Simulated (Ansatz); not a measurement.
## Pressure series in Ti

Start from Ti in the hcp (Mg type) structure (space group P6_3/mmc, No. 194; a = 2.901 Å, c = 4.591 Å).

Cell and atoms are relaxed at each pressure.

Level of theory: PBEsol (Ansatz, a program for electronic structure, PAW, no SOC).

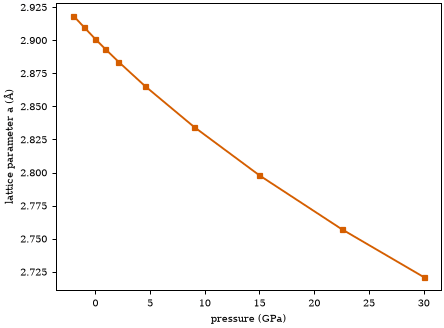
Figure. Lattice parameter a against pressure

| pressure (GPa) | lattice parameter a |
|---|---|
| -2 | 2.918 Å |
| -1 | 2.910 Å |
| 0.9 | 2.893 Å |
| 2.1 | 2.884 Å |
| 4.5 | 2.866 Å |
| 9 | 2.835 Å |
| 15 | 2.798 Å |
| 22.5 | 2.757 Å |
| 30 | 2.721 Å |

Load acts through the strain it causes; cell and atoms are relaxed under it. No phonon test of stability was made. No other phases were tried under pressure. The final runs are not spin-polarised.
